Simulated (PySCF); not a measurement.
# MoO₂: relaxation and vibrations of the triplet

Where does triplet MoO₂ go from a linear start, is the end point a minimum, and what are its modes, charges and moments?

The runs use PySCF 2.14.0; PBE, basis Mo def2-TZVP with ECP28, O def2-TZVP, scalar-relativistic core potentials, no spin–orbit coupling, density fitting.

## 1. The system as given

3 atoms, charge 0, spin multiplicity 3.

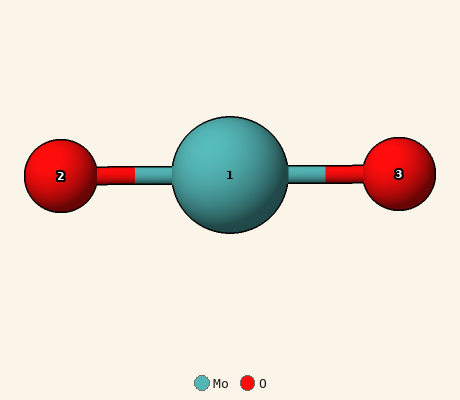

As it starts; molybdenum teal, oxygen red; atoms are numbered from 1 in the order of the file.

```xyz
3
charge 0 multiplicity 3
Mo    0.0000    0.0000    0.0000
O     0.0000    0.0000    1.7800
O     0.0000    0.0000   -1.7800
```

## 2. Finding the electronic state

The steps below are one call of a driver around PySCF. For each, scf.py gives the equivalent set-up of the SCF; relaxations use the driver's own optimiser. After this first run the driver tries any further starts and a stability analysis.

Input file scf.py:

```python
from pyscf import gto, scf, dft
mol = gto.M(atom='''
Mo     0.000000     0.000000     0.000000
O      0.000000     0.000000     1.780000
O      0.000000     0.000000    -1.780000''',
    basis={'Mo': 'def2-TZVP', 'O': 'def2-TZVP'},
    ecp={'Mo': 'def2-TZVP'},
    charge=0, spin=2)
mf = dft.UKS(mol, xc='PBE')
mf.grids.atom_grid = (50, 194)
aux = {'Mo': 'def2-universal-JKFIT', 'O': 'def2-universal-JKFIT'}
mf = mf.density_fit(auxbasis=aux)
mf.conv_tol = 1e-08
mf.diis_space = 10
mf.max_cycle = 60
mf.init_guess = 'minao'
mf.verbose = 4
mf.kernel()
```

Command:

```console
$ OMP_NUM_THREADS=4 python axn.py task.json out
```

The log of the run:

```text
init E= -212.262874576625
[... the frontier-level lines of each cycle are left out ...]
cycle= 1 E= -218.093260995933  delta_E= -5.83  |g|= 1.11  |ddm|= 2.74
cycle= 2 E= -207.584249896977  delta_E= 10.5  |g|= 4.01  |ddm|= 2.89
cycle= 3 E= -218.28336980127  delta_E= -10.7  |g|= 0.683  |ddm|=  2.7
cycle= 4 E= -218.52142449585  delta_E= -0.238  |g|= 0.357  |ddm|= 1.18
cycle= 5 E= -218.570404521074  delta_E= -0.049  |g|= 0.154  |ddm|= 0.241
cycle= 6 E= -218.578055620086  delta_E= -0.00765  |g|= 0.0759  |ddm|= 0.0461
cycle= 7 E= -218.580376464972  delta_E= -0.00232  |g|= 0.0124  |ddm|= 0.0297
cycle= 8 E= -218.580436616612  delta_E= -6.02e-05  |g|= 0.00304  |ddm|= 0.00553
cycle= 9 E= -218.580440491547  delta_E= -3.87e-06  |g|= 0.000288  |ddm|= 0.00164
cycle= 10 E= -218.580440544675  delta_E= -5.31e-08  |g|= 5.47e-05  |ddm|= 0.000257
cycle= 11 E= -218.580440547674  delta_E= -3e-09  |g|= 8.62e-06  |ddm|= 8.43e-05
Extra cycle  E= -218.580440547274  delta_E= 4e-10  |g|= 3.26e-05  |ddm|= 2.21e-05
converged SCF energy = -218.580440547274  <S^2> = 2.0317603  2S+1 = 3.0210993
```

This step, with its further starts and checks, ran for 10 s (4 threads of Arm Neoverse V2, shared host).

Energies from each starting density:

```csv
start,energy (Eh)
the minimal-basis guess,-218.580441
a thermally smeared density,-218.580441
a smeared PBE density,-218.580441
```

The test of internal stability and the other starts found no lower solution of this spin.

## 3. Relaxing the triplet from the linear start

The program finds D∞h symmetry in the start, which this walk keeps. Threshold on the gradient: 0.0003 Eh/bohr, with a further test on the energy change.

Edit scf.py of step 2 so:

```diff
@@ -16 +15,0 @@
-mf.init_guess = 'minao'
```

Steps of the walk:

```csv
step,energy (Eh),change (kJ/mol),largest symmetric gradient (Eh/bohr)
0,-218.580441,0.00,0.01064
1,-218.580635,-0.51,0.00445
2,-218.580675,-0.61,0.00014
3,-218.580675,-0.61,0.00000
```

The walk took 7.7 s.

After 3 steps and 0.6 kJ/mol it ends at D∞h: Mo–O 1.768 Å (×2); O–Mo–O 180.0°.

## 4. Hessian and properties

The point is checked on the finer grid, and tightened if its gradient asks for it. The Hessian and the dipole derivatives come from central differences of analytic gradients, with steps of 0.02 bohr.

Edit scf.py of step 3 so:

```diff
@@ -3,3 +3,3 @@
-Mo     0.000000     0.000000     0.000000
-O      0.000000     0.000000     1.780000
-O      0.000000     0.000000    -1.780000''',
+Mo    -0.000000     0.000000    -0.000000
+O      0.000000    -0.000000     1.768371
+O     -0.000000     0.000000    -1.768371''',
@@ -10 +10 @@
-mf.grids.atom_grid = (50, 194)
+mf.grids.atom_grid = (75, 302)
@@ -13 +13 @@
-mf.conv_tol = 1e-08
+mf.conv_tol = 1e-10
```

This SCF starts from the last density.

Log of the central SCF (cycles and frontier levels):

```text
init E= -218.580615799746
[... the frontier-level lines of each cycle are left out ...]
cycle= 1 E= -218.580615799287  delta_E= 4.59e-10  |g|= 3.56e-05  |ddm|= 2.61e-05
cycle= 2 E= -218.580615781673  delta_E= 1.76e-08  |g|= 0.00021  |ddm|= 0.000176
cycle= 3 E= -218.580615798428  delta_E= -1.68e-08  |g|= 5.74e-05  |ddm|= 0.000192
cycle= 4 E= -218.58061579976  delta_E= -1.33e-09  |g|= 6.18e-06  |ddm|= 4.67e-05
cycle= 5 E= -218.580615799778  delta_E= -1.79e-11  |g|= 2.12e-08  |ddm|= 4.12e-06
Extra cycle  E= -218.580615799778  delta_E= -1.71e-13  |g|= 1.21e-07  |ddm|= 1.3e-07
converged SCF energy = -218.580615799778  <S^2> = 2.0301505  2S+1 = 3.0200334
```

The whole step took 14 s.

Geometry: D∞h; Mo–O 1.768 Å (×2); O–Mo–O 180.0°.

Modes, for the most abundant isotopes:

```csv
symmetry,ω (cm⁻¹),IR (km/mol),μ (u),type
πu,270i,179,20.15,bend
σu+,841,644,20.15,stretch
σg+,909,0.0,15.99,stretch
```

μ is the mass of the mode for normalised Cartesian displacements, not the reduced mass of the usual diatomic formula.

With 2 modes imaginary (up to 270i cm⁻¹) this point is a saddle.

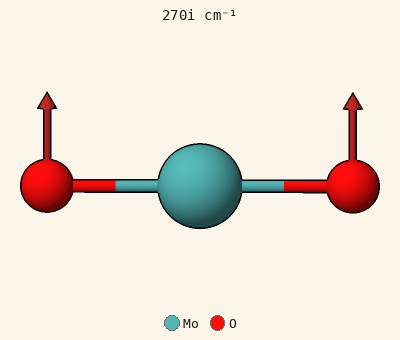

The imaginary mode, as arrows.

Constants and moments:

```
Dipole moment                                                   : 0.00 D
Highest occupied level                                          : -6.06 eV
Lowest empty level                                              : -5.39 eV
Rotational constants                                            : 0.1685 cm⁻¹
Zero-point energy (real modes)                                  : 10.5 kJ/mol
Principal polarisabilities                                      : 29.6, 29.6, 67.8 bohr³
Atomisation energy without zero-point energy                    : 1148 kJ/mol
Principal traceless quadrupole moments about the centre of mass : -19.18, 9.59, 9.59 D Å
Spin squared ⟨S²⟩                                               : 2.030
```

Populations by atom (charges in e):

```
atom  Mulliken  Löwdin  polar tensor  spin (Mulliken)  Mayer order to Mo1
 Mo1      1.17    0.72          2.32             2.32                   –
O2,3     -0.59   -0.36         -1.16            -0.16                1.83
```

Mulliken populations on Mo1 (outside its core potential): s 2.08, p 6.31, d 4.38, f 0.06.

## 5. Leaving the saddle point

The start is the last point, displaced along its most imaginary mode.

The program finds C2v symmetry in the start, which this walk keeps. Threshold on the gradient: 0.0003 Eh/bohr, with a further test on the energy change.

Edit scf.py of step 4 so:

```diff
@@ -3,3 +3,3 @@
-Mo    -0.000000     0.000000    -0.000000
-O      0.000000    -0.000000     1.768371
-O     -0.000000     0.000000    -1.768371''',
+Mo    -0.000000    -0.039209    -0.000000
+O      0.000000     0.120000     1.768371
+O     -0.000000     0.120000    -1.768371''',
@@ -10 +10 @@
-mf.grids.atom_grid = (75, 302)
+mf.grids.atom_grid = (50, 194)
@@ -13 +13 @@
-mf.conv_tol = 1e-10
+mf.conv_tol = 1e-08
```

Steps of the walk:

```csv
step,energy (Eh),change (kJ/mol),largest symmetric gradient (Eh/bohr)
0,-218.583308,0.00,0.01585
1,-218.587643,-11.38,0.02611
2,-218.595342,-31.60,0.02415
3,-218.605156,-57.36,0.02736
4,-218.615074,-83.40,0.03281
5,-218.627066,-114.89,0.06889
6,-218.630878,-124.89,0.04601
7,-218.633087,-130.70,0.00534
8,-218.633191,-130.97,0.00115
9,-218.633194,-130.98,0.00009
10,-218.633194,-130.98,0.00000
```

The walk took 16 s.

Positions (Å) and forces (eV/Å) along the way:

```
step 0
Mo   0.000  -0.039   0.000   0.000  -0.815   0.000
O    0.000   0.120   1.768   0.000   0.407  -0.536
O    0.000   0.120  -1.768   0.000   0.407   0.536
step 1
Mo   0.000  -0.101   0.000   0.000  -1.342   0.000
O    0.000   0.151   1.744   0.000   0.671  -0.212
O    0.000   0.151  -1.744   0.000   0.671   0.212
step 5
Mo   0.000  -0.630   0.000   0.000   3.543   0.000
O    0.000   0.415   1.405   0.000  -1.771  -1.498
O    0.000   0.415  -1.405   0.000  -1.771   1.498
step 10
Mo   0.000  -0.559   0.000   0.000   0.000   0.001
O    0.000   0.380   1.421   0.000   0.000   0.000
O    0.000   0.380  -1.421   0.000   0.000   0.000
```

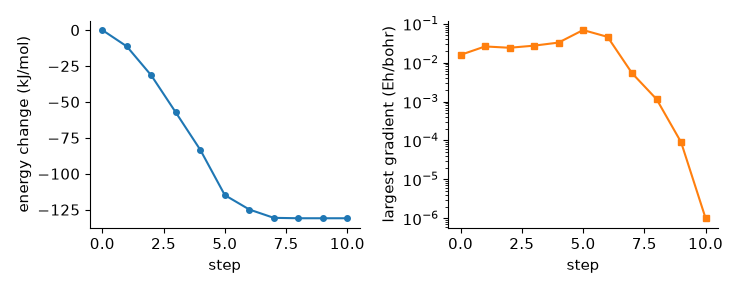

How energy and gradient fall.

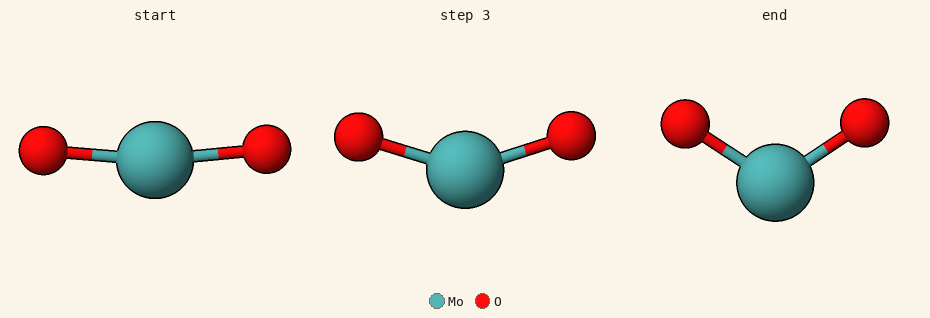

Start and end of the relaxation, with a step between.

End point (C2v, 10 steps, 131.0 kJ/mol gained): Mo–O 1.703 Å (×2); O–Mo–O 113.1°.

## 6. Frequencies

The same treatment as at the point before.

Edit scf.py of step 5 so:

```diff
@@ -3,3 +3,3 @@
-Mo    -0.000000    -0.039209    -0.000000
-O      0.000000     0.120000     1.768371
-O     -0.000000     0.120000    -1.768371''',
+Mo    -0.000000    -0.231694    -0.000000
+O     -0.000000     0.707992     1.420518
+O      0.000000     0.707992    -1.420518''',
@@ -10 +10 @@
-mf.grids.atom_grid = (50, 194)
+mf.grids.atom_grid = (75, 302)
@@ -13 +13 @@
-mf.conv_tol = 1e-08
+mf.conv_tol = 1e-10
```

SCF at the final geometry:

```text
init E= -218.633293223423
[... the frontier-level lines of each cycle are left out ...]
cycle= 1 E= -218.633293223413  delta_E= 9.44e-12  |g|= 5.47e-06  |ddm|= 6.11e-06
Extra cycle  E= -218.633293223102  delta_E= 3.11e-10  |g|= 2.84e-05  |ddm|= 1.86e-05
converged SCF energy = -218.633293223102  <S^2> = 2.01166  2S+1 = 3.0077633
```

The whole step ran for 23 s (4 threads of Arm Neoverse V2, shared host).

Geometry: C2v; Mo–O 1.703 Å (×2); O–Mo–O 113.0°.

Modes, for the most abundant isotopes:

```
symmetry  ω (cm⁻¹)  IR (km/mol)     type
      a1       316          0.0     bend
      b2       935          205  stretch
      a1       983         66.8  stretch
```

No imaginary mode, so this is a minimum.

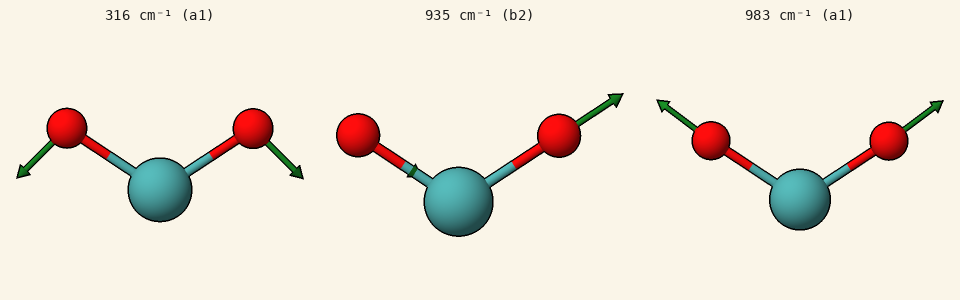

Displacements of 3 of the modes, as arrows (one member where a mode is degenerate).

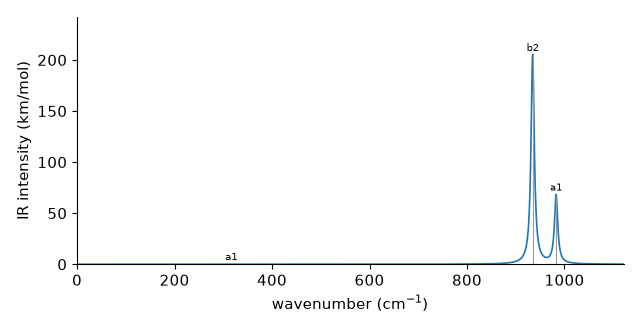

The harmonic infrared spectrum (widths in cm⁻¹). Lines are broadened to a width of 8 cm⁻¹ (Lorentzian).

Constants and moments:

```
Dipole moment                                                   : 3.99 D
Highest occupied level                                          : -5.21 eV
Lowest empty level                                              : -4.34 eV
Rotational constants                                            : 0.7918, 0.2612, 0.1964 cm⁻¹
Zero-point energy                                               : 13.4 kJ/mol
Principal polarisabilities                                      : 48.4, 50.8, 51.6 bohr³
Atomisation energy without zero-point energy                    : 1286 kJ/mol
Principal traceless quadrupole moments about the centre of mass : -6.22, 2.07, 4.15 D Å
Entropy at 298.15 K and 1 bar (electronic part: spin only)      : 276.5 J/(mol K)
Heat capacity Cp at 298.15 K                                    : 43.7 J/(mol K)
Enthalpy at 298.15 K above 0 K                                  : 11.19 kJ/mol
Rotational symmetry number                                      : 2
Spin squared ⟨S²⟩                                               : 2.012
```

Charges (e) and bond orders:

```json
{"atom": "Mo1", "Mulliken": "1.02", "Löwdin": "0.52", "polar tensor": "1.30", "spin (Mulliken)": "2.00", "Mayer order to Mo1": "–"}
{"atom": "O2,3", "Mulliken": "-0.51", "Löwdin": "-0.26", "polar tensor": "-0.65", "spin (Mulliken)": "0.00", "Mayer order to Mo1": "2.06"}
```

Mulliken populations on Mo1 (outside its core potential): s 2.46, p 6.24, d 4.23, f 0.05.

## 7. All stationary points

| spin | group | bonds | imaginary modes (cm⁻¹) | ΔE (kJ/mol) | with zero-point energy |
| --- | --- | --- | --- | --- | --- |
| triplet | C2v | Mo–O 1.703 Å (×2) | none | 0.0 | 0.0 |
| triplet | D∞h | Mo–O 1.768 Å (×2) | 270i, 270i | 138.3 | – |

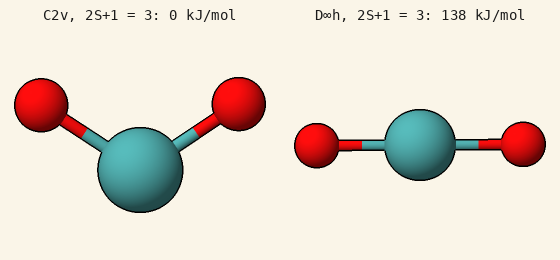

The points, lowest first (molybdenum teal, oxygen red).

## 8. Results

| quantity | value |
| --- | --- |
| minimum | triplet, C2v |
| geometry | Mo–O 1.703 Å (×2); O–Mo–O 113.0° |
| wavenumbers (cm⁻¹) | 316 (a1), 935 (b2), 983 (a1) |
| dipole moment | 3.99 D |
| highest occupied, lowest empty level (either spin) | -5.21, -4.34 eV |
| polar-tensor charge of Mo1 | +1.30 e |
| zero-point energy | 13.4 kJ/mol |
| entropy at 298.15 K | 276.5 J/(mol K) |
| atomisation energy (no zero-point energy) | 1286 kJ/mol |
| ⟨S²⟩ | 2.012 |

**Reading.** The linear start (D∞h) ends in a minimum of C2v symmetry, after a stop at a second-order saddle point 138.3 kJ/mol higher, from which it was pushed off along an imaginary mode. In the infrared the band at 935 cm⁻¹ (b2, stretch) leads. Most of the spin sits on Mo1 (Mulliken spin 2.00, against 2 for the whole molecule). Only this shape and spin were tried, so other structures or states may lie lower. Open d and f shells are described by one determinant, and the ground state may have another occupation or spin.

The search up to here took 71 s.
